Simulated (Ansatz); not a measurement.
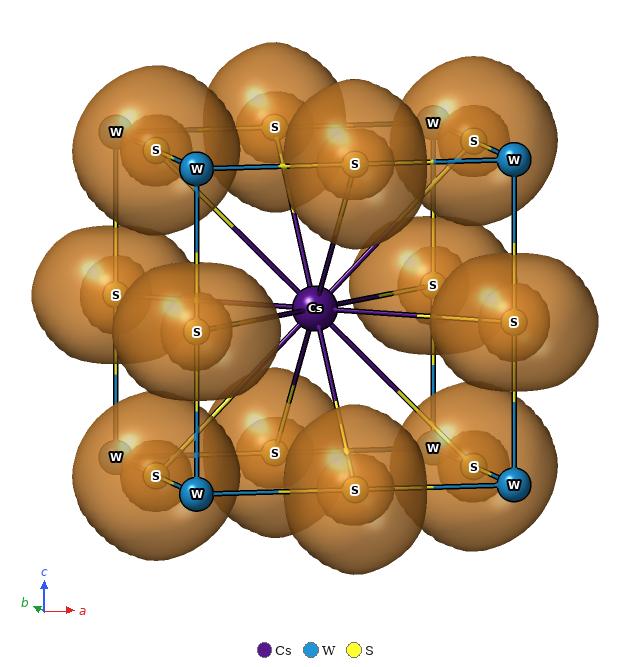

*CsWS₃. Isosurface of the ELF at 0.7 (orange), seen slightly off an axis. Core shells and regions of very low density are left out. Sticks mark near contacts.*

Space group Pm-3m; a structure generated by program, which may or may not match a known phase; computed without spin polarisation.

All numbers below come from Ansatz 0.2.0, DFT PBE, scalar-relativistic, plane waves, PAW.

In a PAW calculation such maps are meaningful between the atoms, not at the nuclei.

Identify the bonds, lone pairs and shells in this picture.

Answer. The surface consists of three regions wrapped around S (the valence shell of each), counted in one cell of 5 atoms. Any copies at cell faces, edges or corners count once. Along the contacts the grid gives the following. W–S (2.42 Å): the ELF peaks at about 0.80 in the valence shell of S, 0.8 Å from its nucleus, and is about 0.40 at the midpoint. Cs–S (3.42 Å): the ELF is about 0.05 at the midpoint: no shared electron pair shows on this line.
